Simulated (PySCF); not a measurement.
# Run report: C$_{2}$H$_{10}$F$_{3}$PSi$_{3}$, geometry relaxation (part 2 of 2)

The same run, continued: C$_{2}$H$_{10}$F$_{3}$PSi$_{3}$, SMILES FC(F)(F)C[SiH2]P([SiH3])[SiH3]; PBE0-D3(BJ)/def2-SVP geometry optimisation, gas phase (PySCF 2.14.0). It belongs to a series of runs on one base structure; here: H on Si replaced by CH2CF3.

**Trajectory as extended XYZ, continued**
```
19
Properties=species:S:1:pos:R:3:forces:R:3 step=9 energy=-43269.07301
F     4.0427   -1.1009   -0.9122   -0.0226   0.0103   0.0186
C     3.1738   -0.3667   -0.2078    0.0114  -0.0180  -0.0555
F     3.1838   -0.8361    1.0440    0.0008  -0.0058   0.0230
F     3.6554    0.8828   -0.1663    0.0154   0.0115  -0.0067
C     1.7952   -0.4058   -0.8028    0.0122   0.0184   0.0439
Si    0.5280    0.7429    0.0234    0.0231  -0.0048   0.0036
P    -1.4546    0.2475   -0.9332   -0.0248  -0.0052  -0.0176
Si   -2.7447    1.6528    0.2752    0.0095   0.0031   0.0288
Si   -1.8742   -1.6350    0.2439    0.0018   0.0059  -0.0073
H     1.8717   -0.1333   -1.8659   -0.0193  -0.0085  -0.0137
H     1.4345   -1.4444   -0.7516    0.0059  -0.0061  -0.0205
H     0.5382    0.5340    1.5036   -0.0097   0.0023  -0.0096
H     0.8454    2.1686   -0.2819   -0.0080  -0.0042   0.0064
H    -4.1719    1.2828    0.0392    0.0024   0.0010  -0.0019
H    -2.4611    1.5866    1.7438    0.0030   0.0041  -0.0100
H    -2.4973    3.0425   -0.2119   -0.0001  -0.0063   0.0064
H    -3.2389   -2.1196   -0.1193    0.0068   0.0015   0.0110
H    -0.8641   -2.6611   -0.1594   -0.0058   0.0041   0.0087
H    -1.7943   -1.4304    1.7242   -0.0019  -0.0034  -0.0076
19
Properties=species:S:1:pos:R:3:forces:R:3 step=10 energy=-43269.07293
F     4.0195   -1.1514   -0.9650   -0.0147  -0.0085  -0.0064
C     3.1641   -0.4142   -0.2494    0.0209   0.0054  -0.0251
F     3.1778   -0.8944    0.9986   -0.0039   0.0031   0.0186
F     3.6607    0.8300   -0.2009    0.0054   0.0008  -0.0050
C     1.7807   -0.4300   -0.8329   -0.0171   0.0031   0.0027
Si    0.5408    0.7326    0.0130   -0.0077   0.0199   0.0136
P    -1.4664    0.2737   -0.9113   -0.0112  -0.0051  -0.0121
Si   -2.7074    1.6940    0.3308    0.0087   0.0167   0.0099
Si   -1.9034   -1.6097    0.2562   -0.0009  -0.0133   0.0097
H     1.8490   -0.1529   -1.8957   -0.0034   0.0061  -0.0038
H     1.4021   -1.4627   -0.7892    0.0188  -0.0058   0.0033
H     0.5718    0.5260    1.4933   -0.0079  -0.0065  -0.0124
H     0.8650    2.1563   -0.2958    0.0053  -0.0127   0.0052
H    -4.1444    1.3436    0.1254    0.0013   0.0009   0.0049
H    -2.3904    1.6258    1.7923    0.0027  -0.0048  -0.0124
H    -2.4524    3.0806   -0.1623   -0.0021  -0.0120   0.0087
H    -3.2711   -2.0821   -0.1130    0.0129   0.0032   0.0100
H    -0.9002   -2.6429   -0.1477   -0.0096   0.0088   0.0073
H    -1.8285   -1.4152    1.7386    0.0025   0.0008  -0.0167
19
Properties=species:S:1:pos:R:3:forces:R:3 step=11 energy=-43269.07315
F     4.0059   -1.1716   -0.9927   -0.0063  -0.0121  -0.0106
C     3.1605   -0.4262   -0.2747    0.0120   0.0232   0.0036
F     3.1810   -0.8994    0.9764   -0.0023   0.0008   0.0019
F     3.6639    0.8158   -0.2362    0.0010  -0.0084  -0.0083
C     1.7724   -0.4379   -0.8467   -0.0227  -0.0092  -0.0220
Si    0.5417    0.7279    0.0069   -0.0206   0.0221   0.0134
P    -1.4756    0.2813   -0.9033    0.0014  -0.0028  -0.0083
Si   -2.6902    1.7062    0.3598    0.0033   0.0154  -0.0026
Si   -1.9136   -1.6018    0.2636   -0.0010  -0.0157   0.0156
H     1.8320   -0.1626   -1.9107    0.0032   0.0109   0.0024
H     1.3918   -1.4698   -0.8008    0.0172  -0.0037   0.0125
H     0.5793    0.5211    1.4867   -0.0046  -0.0095  -0.0072
H     0.8673    2.1509   -0.3022    0.0111  -0.0096   0.0032
H    -4.1321    1.3668    0.1719    0.0000   0.0014   0.0081
H    -2.3530    1.6313    1.8161    0.0024  -0.0070  -0.0054
H    -2.4316    3.0924   -0.1319   -0.0015  -0.0079   0.0062
H    -3.2846   -2.0697   -0.0981    0.0089   0.0024   0.0052
H    -0.9161   -2.6386   -0.1445   -0.0060   0.0066   0.0029
H    -1.8316   -1.4092    1.7456    0.0045   0.0033  -0.0110
19
Properties=species:S:1:pos:R:3:forces:R:3 step=12 energy=-43269.07349
F     3.9885   -1.1870   -1.0228    0.0080  -0.0131  -0.0132
C     3.1549   -0.4325   -0.3012   -0.0019   0.0248   0.0226
F     3.1836   -0.8997    0.9525   -0.0001   0.0047  -0.0098
F     3.6661    0.8065   -0.2734   -0.0038  -0.0097  -0.0068
C     1.7619   -0.4407   -0.8608   -0.0152  -0.0146  -0.0315
Si    0.5376    0.7250    0.0011   -0.0192   0.0113   0.0054
P    -1.4864    0.2859   -0.8994    0.0105   0.0001  -0.0025
Si   -2.6769    1.7123    0.3856   -0.0041   0.0053  -0.0102
Si   -1.9150   -1.5959    0.2736   -0.0003  -0.0081   0.0136
H     1.8133   -0.1656   -1.9253    0.0028   0.0091   0.0053
H     1.3827   -1.4731   -0.8122    0.0072   0.0000   0.0115
H     0.5779    0.5129    1.4797    0.0001  -0.0091   0.0005
H     0.8672    2.1475   -0.3044    0.0107  -0.0011   0.0020
H    -4.1234    1.3822    0.2178   -0.0010   0.0013   0.0084
H    -2.3173    1.6271    1.8353    0.0016  -0.0046   0.0051
H    -2.4177    3.0991   -0.1023    0.0004   0.0002   0.0013
H    -3.2894   -2.0643   -0.0718   -0.0004  -0.0001  -0.0004
H    -0.9224   -2.6340   -0.1406    0.0003   0.0006  -0.0023
H    -1.8177   -1.3987    1.7535    0.0044   0.0030   0.0012
19
Properties=species:S:1:pos:R:3:forces:R:3 step=13 energy=-43269.07349
F     3.9720   -1.1968   -1.0622    0.0113  -0.0054  -0.0061
C     3.1494   -0.4351   -0.3354   -0.0110   0.0164   0.0235
F     3.1908   -0.8950    0.9210    0.0013   0.0027  -0.0159
F     3.6643    0.8022   -0.3209   -0.0040  -0.0076  -0.0053
C     1.7499   -0.4440   -0.8793   -0.0016  -0.0132  -0.0254
Si    0.5339    0.7196   -0.0031   -0.0084   0.0018  -0.0011
P    -1.4984    0.2890   -0.8887    0.0099   0.0015  -0.0018
Si   -2.6635    1.7188    0.4161   -0.0069  -0.0025  -0.0090
Si   -1.9178   -1.5926    0.2888    0.0003   0.0005   0.0091
H     1.7901   -0.1677   -1.9440   -0.0007   0.0045   0.0040
H     1.3743   -1.4774   -0.8265   -0.0010   0.0022   0.0064
H     0.5833    0.4988    1.4738    0.0023  -0.0063   0.0038
H     0.8678    2.1418   -0.3042    0.0059   0.0051   0.0028
H    -4.1148    1.3997    0.2706   -0.0011   0.0003   0.0055
H    -2.2813    1.6250    1.8594    0.0007  -0.0010   0.0094
H    -2.4018    3.1053   -0.0705    0.0010   0.0048  -0.0016
H    -3.2965   -2.0589   -0.0405   -0.0053  -0.0020  -0.0020
H    -0.9316   -2.6320   -0.1361    0.0040  -0.0034  -0.0044
H    -1.8026   -1.3937    1.7667    0.0034   0.0016   0.0080
19
Properties=species:S:1:pos:R:3:forces:R:3 step=14 energy=-43269.07346
F     3.9639   -1.1983   -1.0888    0.0068  -0.0007  -0.0025
C     3.1454   -0.4362   -0.3573   -0.0090   0.0047   0.0122
F     3.1942   -0.8960    0.8987    0.0015   0.0023  -0.0101
F     3.6606    0.8008   -0.3463   -0.0020  -0.0020  -0.0028
C     1.7427   -0.4452   -0.8929    0.0032  -0.0071  -0.0153
Si    0.5326    0.7157   -0.0046   -0.0007  -0.0008  -0.0033
P    -1.5049    0.2904   -0.8799    0.0049   0.0005   0.0006
Si   -2.6575    1.7225    0.4341   -0.0043  -0.0034  -0.0048
Si   -1.9179   -1.5911    0.3005   -0.0001   0.0037   0.0053
H     1.7761   -0.1654   -1.9569   -0.0016   0.0013   0.0016
H     1.3688   -1.4792   -0.8397   -0.0038   0.0022   0.0027
H     0.5897    0.4867    1.4707    0.0027  -0.0039   0.0026
H     0.8692    2.1384   -0.3008    0.0012   0.0046   0.0034
H    -4.1109    1.4081    0.3011   -0.0005  -0.0008   0.0027
H    -2.2637    1.6264    1.8743    0.0002   0.0008   0.0064
H    -2.3954    3.1086   -0.0537    0.0003   0.0035  -0.0012
H    -3.2990   -2.0568   -0.0194   -0.0039  -0.0019  -0.0006
H    -0.9349   -2.6307   -0.1317    0.0030  -0.0029  -0.0029
H    -1.7916   -1.3916    1.7776    0.0022   0.0000   0.0061
```

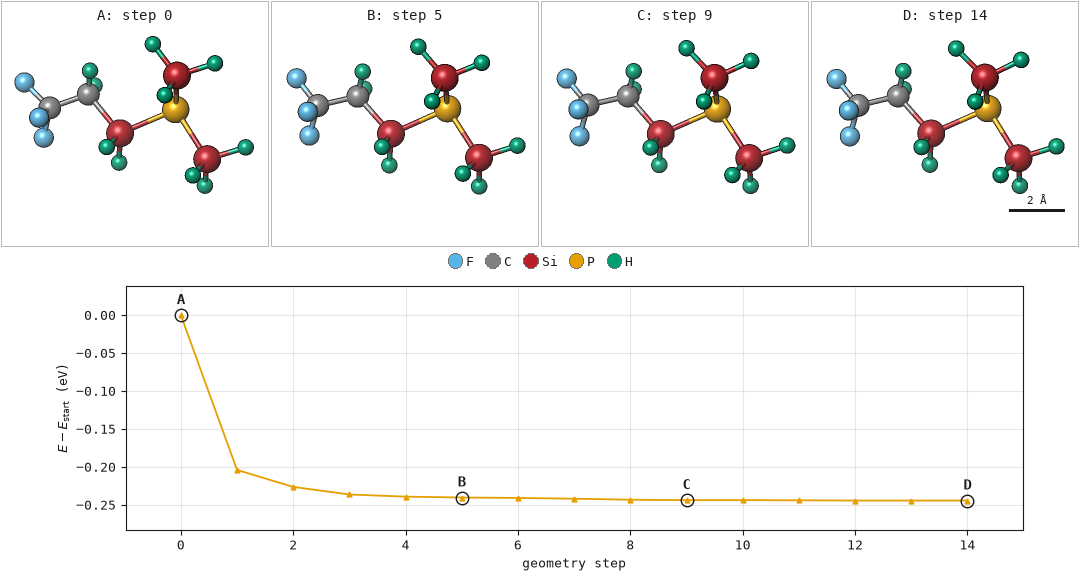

**Figure 1.** Frames of the relaxation (ball-and-stick view, seen at a tilt) above the curves, on which the letters mark them (steps are counted from 0).

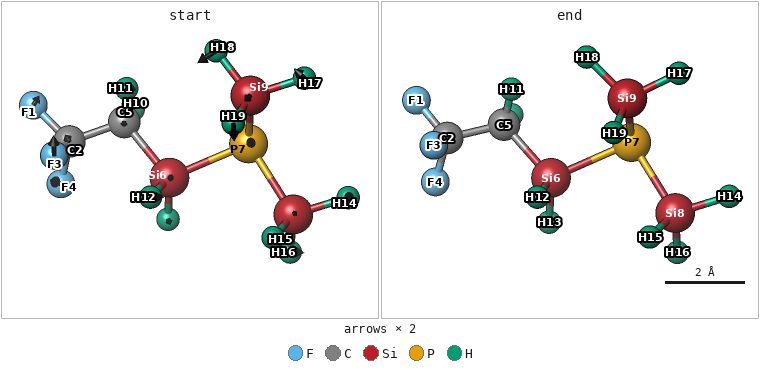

**Figure 2.** Before (left) and after (right) the relaxation, at one scale (ball-and-stick view, seen at a tilt). The black arrows give the displacements, magnified 2 times. The atom that moves furthest after the best rigid fit is H18 (0.30 Å). Largest moves by element: H 0.30 Å, F 0.29 Å, P 0.17 Å, C 0.13 Å, Si 0.12 Å. Among the contacts that change: Si6–P7 2.206 → 2.258 Å, Si9–H19 1.448 → 1.496 Å, F1–C2 1.375 → 1.336 Å, P7–Si8 2.224 → 2.260 Å. Among the angles that change: C2–C5–Si6 108.4° → 115.2°, Si6–P7–Si9 103.3° → 96.8°, Si8–P7–Si9 102.4° → 97.5°. The energy falls by 0.244 eV in 14 geometry steps. The largest force component goes from 2.2 to 0.015 eV/Å. (Atoms are counted from 1 in the order of the input.)

This output came from the following input.

**The input**
```
{"job": {"xc": "PBE0", "basis": "def2-SVP", "d3": "d3bj", "grid": 1, "shake": 0.01, "kind": "geom"}, "charge": 0, "multiplicity": 1}
F      4.181430    -0.809360    -0.717860
C      3.147500    -0.085690    -0.172190
F      3.196780    -0.332190     1.141860
F      3.517010     1.215460    -0.321980
C      1.814710    -0.410770    -0.758130
Si     0.500500     0.716810     0.066960
P     -1.423660     0.108240    -0.824060
Si    -2.753210     1.557190     0.215070
Si    -1.892090    -1.811750     0.227920
H      1.859530    -0.238480    -1.812080
H      1.615970    -1.464710    -0.568900
H      0.620910     0.559450     1.530210
H      0.747950     2.108570    -0.318360
H     -4.156230     1.178840    -0.109550
H     -2.589750     1.509110     1.672810
H     -2.434810     2.891660    -0.282210
H     -3.251000    -2.164970    -0.178710
H     -0.939140    -2.800770    -0.274430
H     -1.793130    -1.719580     1.669180
```

The first line tells a small driver script what to run in PySCF; the rest is the geometry in Å.

Launched with:
```bash
OMP_NUM_THREADS=1 python <driver script> task.json out
```

**Results in brief**

| quantity | value |
| --- | --- |
| outcome | converged |
| total energy | −1590.109134 hartree |
| dipole moment | 1.83 D |
| point group | C1 |
| hardware | 1 CPU thread, shared host |
| wall time | 5.8 min |
| peak memory | 0.94 GiB |
